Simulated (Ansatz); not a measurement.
**AlBClH₅O₃: density, localisation and related maps**

Input

```
crystal:
  periodic: [false, false, false]
  atoms:
    - { symbol: B, position_ang: [0.0, 0.0, 0.0] }
    - { symbol: O, position_ang: [0.0, 0.0, 1.76] }
    - { symbol: H, position_ang: [-0.9095, -0.2814, 2.0971] }
    - { symbol: Cl, position_ang: [1.6108, 0.0, -0.93] }
    - { symbol: O, position_ang: [-1.2211, 0.0, -0.705] }
    - { symbol: H, position_ang: [-1.7308, -0.8467, -0.4965] }
    - { symbol: O, position_ang: [0.3647, 1.5813, 0.5392] }
    - { symbol: Al, position_ang: [1.6311, 1.9902, 1.7213] }
    - { symbol: H, position_ang: [2.5584, 0.8716, 2.2893] }
    - { symbol: H, position_ang: [1.8137, 3.4671, 2.1893] }
    - { symbol: H, position_ang: [0.2407, 1.0435, 1.5173] }
basis:
  gaussian: { orbitals: def2-SVP }
hamiltonian:
  xc: pbe
relax:
  f_tol: 0.15
  max_steps: 25
  restrain:
    - { distance: [0, 6], at: 2.61, k: 30.0 }
    - { distance: [10, 1], at: 2.21, k: 30.0 }
    - { distance: [0, 1], at: 1.41, k: 30.0 }
    - { distance: [10, 6], at: 1.01, k: 30.0 }
output:
  orbitals: {}
```

Launched as:

```sh
ansatz run input.yaml --threads 4 --pin off --max-ram 5120MiB --backend cpu --events-out ev --progress --plain --runs-dir out
```

The fields are those of the run's last geometry, not of the input's.

Not at a stationary point (largest force 0.7 eV/Å).

Method: Ansatz, RKS PBE/def2-SVP.

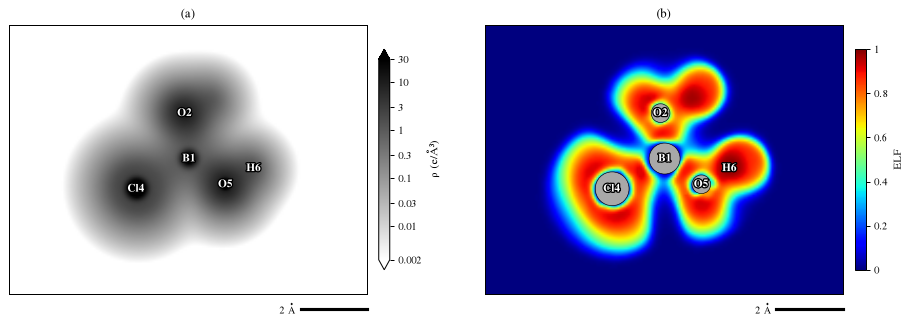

Figure 1. (a) electron density; (b) electron localisation function on the plane of atoms Cl4, B1 and O5. Grey discs cover the atomic cores in the ELF map.

What do the fields say about this system?

Answer.
- The plane passes through B, O, Cl and H nuclei.
- B–O (1.35 Å): the density is about 2.2 e/Å³ at the midpoint; the ELF peaks at about 0.90 between the atoms, as expected for a short, strongly polar bond.
- B–Cl (1.82 Å): the density is about 1.2 e/Å³ at the midpoint; the ELF peaks at about 0.90 between the atoms (a shared but strongly polarised pair).
- O–H (0.97 Å): the density is about 3.6 e/Å³ at the midpoint; the ELF climbs to about 1 towards the hydrogen, as it does in any bond to H; an ordinary covalent bond to hydrogen.
- The ELF also peaks beside Cl4, O5 and O2, away from the bonds: lone-pair regions.

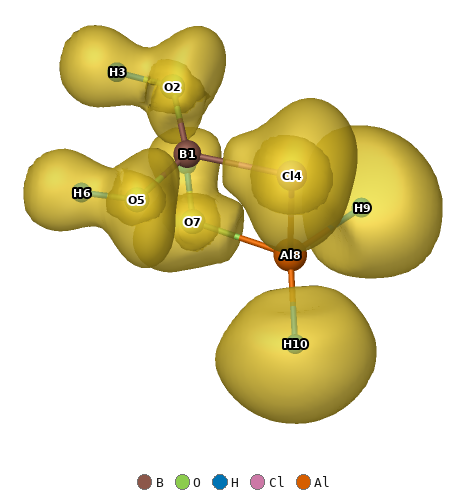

Figure 2. Isosurface of the ELF at 0.75 (yellow), seen at an oblique angle. Only the valence region is drawn (cores and ρ < 0.01 e/Å³ removed).

Describe the localisation domains.

Answer. The surface consists of two regions around hydrogen nuclei, one region on Cl in which the atom's valence shell and bonds are merged and three joined regions spread over several atoms (H, O), in which their bonds and any lone pairs are merged.


 Al–O (1.76 Å): the ELF peaks at about 0.90 in the valence shell of O, 0.7 Å from its nucleus, and is about 0.35 at the midpoint.

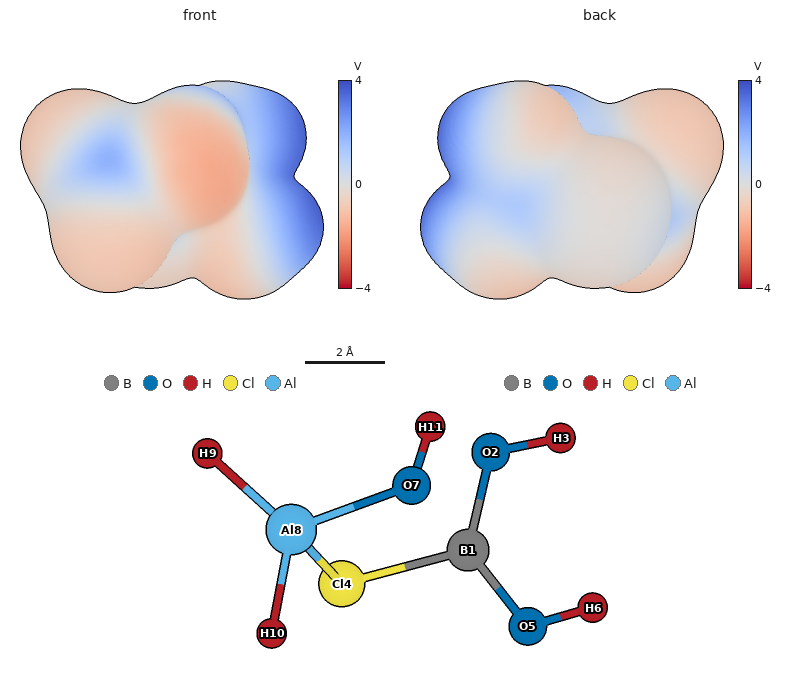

Figure 3. The electrostatic potential painted on the density surface at 0.002 e/bohr³, seen from the front and from behind; red is negative and blue positive. The bare structure is drawn below in the same view.

Which sites attract a positive test charge, and which a negative one?

Answer. A positive charge is drawn to the negative regions and a negative charge to the positive ones. The most negative region (about −1.6 V) lies over O7, the most positive (about +3.4 V) over H3 and H6. O7 is the likeliest acceptor of a hydrogen bond.
